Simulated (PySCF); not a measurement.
Be(tBu)(OSiH3), C4H12BeOSi, SMILES C[C](C)(C)[Be][O][SiH3] at its GFN2-xTB optimised geometry (Å):

```
19

Be    -0.0242    -0.0472     0.0012
C      1.7288    -0.0940     0.0177
C      2.2919    -0.8823    -1.1781
C      2.3698     1.3039    -0.0307
C      2.2568    -0.7807     1.2901
H      3.3829    -0.9142    -1.1313
H      2.0092    -0.4197    -2.1211
H      1.9255    -1.9065    -1.1811
H      2.0885     1.8334    -0.9381
H      2.0625     1.9065     0.8211
H      3.4592     1.2223    -0.0112
H      1.9476    -0.2429     2.1836
H      1.8897    -1.8018     1.3665
H      3.3487    -0.8146     1.2774
O     -1.4235    -0.0426     0.0000
Si    -3.0437    -0.0426     0.0000
H     -3.4588    -0.7444    -1.2149
H     -3.4592     1.3603     0.0000
H     -3.4589    -0.7442     1.2150
```

Method: PBE0/def2-SVP (PySCF 2.14.0).

Map of the log10 of the electron density (e/bohr³), floored at −4 on the plane z = 0.6 Å:

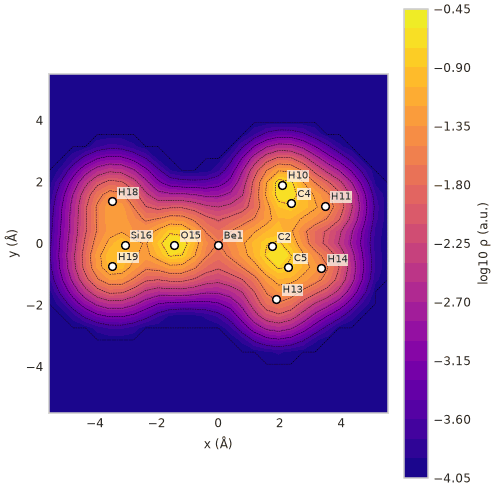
Log10 of the electron density (e/bohr³), floored at −4 on the plane z = 0.6 Å.
